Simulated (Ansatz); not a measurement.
# How many bands does the GW gap of GaCuCCl4O (P-1) need?, part 2 of 2

How do accuracy and time trade against each other in G0W0 on GaCuCCl4O (P-1)?

Ansatz 0.2.0; G0W0 on PBE, plane waves, PAW; PAW set soft_1. Known limits of the many-body steps: not at the basis limit; no spin polarisation; d shell near the gap, gap tends to lie low; no spin-orbit coupling; coarse k mesh.

So far. Step 4 (887 empty bands, screening to 100 eV): Against the run with 2×2×2 mesh, 412 empty bands, screening to 60 eV, PAW set soft_1 files, the gap moves by −0.40 eV.

In doubt: one-shot GW on d or f shells is unsure (steps 2, 3, 4, 5, 6), so the values of those runs are not to be relied on.

### Step 5. Changing the frequency model: 2×2×2 mesh, 412 empty bands, screening to 60 eV, plasmon pole, PAW set soft_1 files

A plasmon pole stands in for the full frequency dependence of the screening; this run shows what that costs in accuracy. Bands and cutoff differ from the step before, so it is read against an earlier run that matches them.

The input, input.yaml:

```yaml
crystal:
  lattice:
    - [6.8769, 0.0, 0.0]
    - [0.522228115, 6.9960358808, 0.0]
    - [3.0741926905, 1.1449101349, 8.1219214749]
  atoms:
    - { symbol: Ga, position: [0.2081665666, 0.7574132111, 0.7643240985] }
    - { symbol: Ga, position: [0.7918334334, 0.2425867889, 0.2356759015] }
    - { symbol: Cu, position: [0.022745104, 0.7338024064, 0.2203571138] }
    - { symbol: Cu, position: [0.977254896, 0.2661975936, 0.7796428862] }
    - { symbol: C, position: [0.2827240723, 0.7757339647, 0.2143510568] }
    - { symbol: C, position: [0.7172759277, 0.2242660353, 0.7856489432] }
    - { symbol: Cl, position: [0.9210642142, 0.756937292, 0.9889027727] }
    - { symbol: Cl, position: [0.0789357858, 0.243062708, 0.0110972273] }
    - { symbol: Cl, position: [0.7852164132, 0.9565929156, 0.3873724251] }
    - { symbol: Cl, position: [0.2147835868, 0.0434070844, 0.6126275749] }
    - { symbol: Cl, position: [0.8424017929, 0.4560128272, 0.3819958627] }
    - { symbol: Cl, position: [0.1575982071, 0.5439871728, 0.6180041373] }
    - { symbol: Cl, position: [0.4876463372, 0.6931938752, 0.8219630673] }
    - { symbol: Cl, position: [0.5123536628, 0.3068061248, 0.1780369327] }
    - { symbol: O, position: [0.4396928157, 0.8115366937, 0.2184202269] }
    - { symbol: O, position: [0.5603071843, 0.1884633063, 0.7815797731] }
kpoints:
  mp_grid: { grid: [2, 2, 2] }
hamiltonian:
  xc: pbe
  pseudopotentials: { kind: paw, azcp: { folder: soft_1 } }
scf:
  occupations: { method: fixed }
gw:
  n_empty_bands: 412
  ecut_chi: 60
  qp_bands: [v4, c4]
  qp_kpoints: band_edges
  screening: { model: godby_needs }
```

Launch:

```bash
$ ansatz run input.yaml --threads 2 --pin off --max-ram 73728MiB --backend cuda --events-out ev --progress --plain --runs-dir out --devices 1 --max-vram 13GiB
```

Numbers of over 12 decimals in the logs are rounded to 6 here.

The program printed:

```text
GPUs: using 1 of 1 available (devices: 1).
[...]
GPU FFT provider: cuFFT
GPU libraries: cuBLAS 13.8.2, cuFFT 12.4.0, cuSOLVER 12.3.4
Crystal: 16 atoms, lattice volume = 390.754 Å³
Basis set: ecut = 420 eV, 7629 PW (Γ)
Bands: 86, of which v1, the nominal top of the filled ones, is band 70 counted from 1 (69 counted from 0)
Symmetry: 2 space group operations
[...]
k-points: 8
[...]
0    74      5.4934   -11.9792    -3.3098   -17.4626  0.8020     7.6932     7.6670  root
[...]
7    71      5.3859   -11.9643    -3.2608   -17.2826  0.8069     7.4689     7.4434  root
     7    72      5.4080   -11.7726    -3.2262   -17.0512  0.8077     7.4807     7.4604  root
     7    73      5.4275   -11.7639    -3.2397   -17.0875  0.8053     7.5380     7.5114  root
     7    74      5.5228   -12.2373    -3.2729   -17.6220  0.8042     7.6598     7.6346  root
[key lines of the parts left out:]
SCF converged after 15 iterations
Free energy (F): -31098.115221 eV
Fermi energy:    1.715285 eV
```

Elapsed: 25 s, on 1 × NVIDIA H100 80GB HBM3 (shared by 6 runs) with 2 threads of AMD EPYC 7R13 (Zen 3), shared host; peak memory 2 GiB.

Numbers from this step:

```yaml
bands_summed: 482
plasmon_pole_fit_frequency: 22.23 eV
rpa_eps_infinity_on_this_mesh_eigenvalues: 2.590, 2.728, 2.897
plane_waves_in_the_screening_matrix: 421
g0w0_gap_on_the_mesh: 6.057 eV
k_of_the_valence_top: 0, -0.5, 0
k_of_the_conduction_bottom: 0, 0, 0
starting_gap_on_the_mesh: 3.151 eV
least_direct_g0w0_gap_on_the_computed_points: 6.069 eV
```

Against the run with 2×2×2 mesh, 412 empty bands, screening to 60 eV, PAW set soft_1 files, the gap moves by +0.11 eV.

### Step 6. Changing the files: 2×2×2 mesh, 412 empty bands, screening to 60 eV, hard PAW files

Other atomic data (hard PAW) test the pseudisation: the cutoff goes from 420 to 1020 eV and the valence electrons from 140 to 156, which opens shells that were frozen.

This step: G0W0 on PBE, plane waves, PAW.

Changes to input.yaml since step 5:

```diff
@@ -26,3 +26,3 @@
   xc: pbe
-  pseudopotentials: { kind: paw, azcp: { folder: soft_1 } }
+  pseudopotentials: { kind: paw, source: ansatz }
 scf:
@@ -34,2 +34,2 @@
   qp_kpoints: band_edges
-  screening: { model: godby_needs }
+  screening: { model: contour_deformation }
```

The program printed:

```text
GPUs: using 1 of 1 available (devices: 1).
[...]
GPU FFT provider: cuFFT
GPU libraries: cuBLAS 13.8.2, cuFFT 12.4.0, cuSOLVER 12.3.4
Crystal: 16 atoms, lattice volume = 390.754 Å³
Basis set: ecut = 1020 eV, 28893 PW (Γ)
Bands: 94, of which v1, the nominal top of the filled ones, is band 78 counted from 1 (77 counted from 0)
Symmetry: 2 space group operations
[...]
k-points: 8
[...]
0    82      5.7493   -11.9593    -3.4704   -17.4305  0.7726     7.8486     7.7500  root
[...]
7    79      5.6398   -11.9400    -3.3900   -17.2401  0.7813     7.6304     7.5499  root
     7    80      5.6617   -11.7442    -3.3610   -17.0173  0.7810     7.6557     7.5739  root
     7    81      5.6821   -11.7399    -3.3771   -17.0499  0.7780     7.7027     7.6150  root
     7    82      5.7779   -12.2085    -3.4209   -17.5816  0.7764     7.8182     7.7301  root
[key lines of the parts left out:]
SCF converged after 13 iterations
Free energy (F): -40358.759548 eV
Fermi energy:    1.960966 eV
```

Run time: 49 s. Hardware: 1 × NVIDIA H100 80GB HBM3 (shared by 6 runs) with 2 threads; peak memory 3.9 GiB.

This step gave:

| Property | Result |
| --- | --- |
| bands summed | 490 |
| RPA ε∞ on this mesh (eigenvalues) | 2.590, 2.727, 2.895 |
| plane waves in the screening matrix | 421 |
| G0W0 gap on the mesh | 5.957 eV |
| k of the valence top | 0, -0.5, 0 |
| k of the conduction bottom | 0, 0, 0 |
| starting gap on the mesh | 3.152 eV |
| least direct G0W0 gap on the computed points | 5.970 eV |

Against the run with 2×2×2 mesh, 412 empty bands, screening to 60 eV, PAW set soft_1 files, the gap moves by +0.012 eV.

### Step 7. Convergence and cost

Times are wall times on 1 × NVIDIA H100 80GB HBM3 (shared by 6 runs) with 2 threads of AMD EPYC 7R13 (Zen 3), shared host, good to a factor of about two.

```tsv
mesh	files	frequency	bands summed	cutoff (eV)	start (eV)	G0W0 (eV)	time	host memory (GiB)
2×2×2	PAW set soft_1	contour deformation	215	30	3.151	6.844	11 s	1.5
2×2×2	PAW set soft_1	contour deformation	482	60	3.151	5.946	26 s	2.0
2×2×2	PAW set soft_1	contour deformation	957	100	3.151	5.545	53 s	3.2
2×2×2	PAW set soft_1	plasmon pole	482	60	3.151	6.057	25 s	2.0
2×2×2	hard PAW	contour deformation	490	60	3.152	5.957	49 s	3.9
```

How the two edges are built up, in eV (the quasiparticle level is the starting level plus Σx plus Σc less Vxc):

```tsv
run	edge	start	Σx	Σc	Vxc	Z	QP
215 bands	valence top	1.72	-38.89	5.85	-31.12	0.74	-0.20
215 bands	conduction bottom	4.87	-10.75	-2.89	-15.42	0.82	6.64
482 bands	valence top	1.72	-38.89	6.44	-31.12	0.72	0.39
482 bands	conduction bottom	4.87	-10.75	-3.20	-15.42	0.81	6.33
957 bands	valence top	1.72	-38.89	6.62	-31.12	0.71	0.57
957 bands	conduction bottom	4.87	-10.75	-3.42	-15.42	0.81	6.11
```

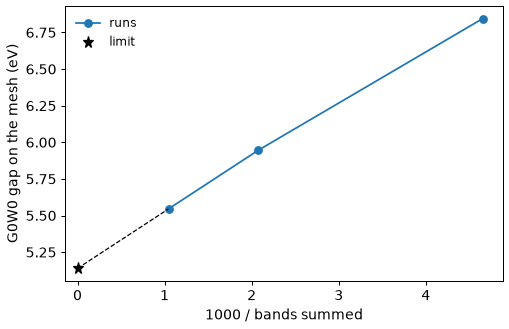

The gap against one over the number of bands; the dashed line carries the two highest rungs to the limit.

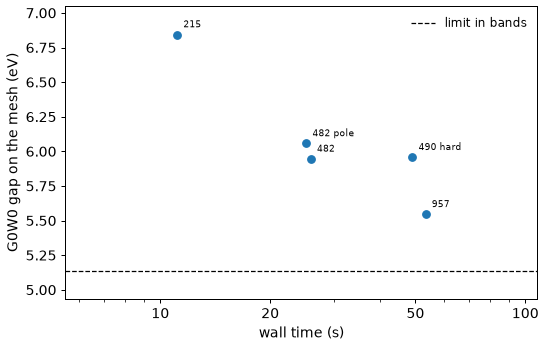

Result against wall time.

### Step 8. What came out

```
215 bands, 30 eV                    : 6.844 eV
482 bands, 60 eV                    : 5.946 eV
957 bands, 100 eV                   : 5.545 eV
estimated limit in bands and cutoff : 5.14 eV
mesh and start                      : 2×2×2, PBE
```

**Reading.** A line in one over the bands through the two highest rungs gives 5.14 eV, −0.41 eV from the top rung; the pair below gives 5.22 eV, so the estimate is still falling. The rungs stand 1.70 eV (215 bands), 0.81 eV (482 bands) and 0.41 eV (957 bands) from it. From 215 to 957 bands the gap moves by −1.30 eV while the time grows 4.8-fold. Σc changes by +0.77 eV at the valence top and −0.53 eV at the conduction bottom, so both edges matter. The plasmon-pole model gives +0.11 eV against contour deformation, 4 % of the correction, and saved no time in this program. Hard PAW files move the gap by +0.01 eV at equal bands and cutoff, +0.001 eV of it in the start. The 2×2×2 mesh is coarse for this cell (its supercell is 14 Å along the shortest edge). The RPA ε∞ on it, from the PBE start, is 2.59, 2.72 and 2.89; such meshes misread the long-range screening, most where the gap is narrow. A d shell, filled or nearly so, lies near the gap. One-shot GW converges very slowly in bands there, not always from below, and on a semilocal start the gap tends to come out low; starts rich in exact exchange can overshoot instead. The many-body steps are scalar-relativistic: spin-orbit coupling is not in them.

[Paths, hosts, dates, memory and timing lines, banners, echoed tables and standing remarks are left out of the program output.]

[Logs are printed without paths, hosts, clocks, repeated set-up lines and the standing remarks that a program may print on its own settings, such as how far it seeks lower states.]

[Runs of the session that timed out or met a known fault of the program may be left out.]

[Cells called generated may have been cut or substituted from an entry of the Crystallography Open Database or the Materials Project.]

[Hosts, paths, dates, database ids (printed as entryN), source tags and the programs' standing remarks are cut or masked in the printed files.]
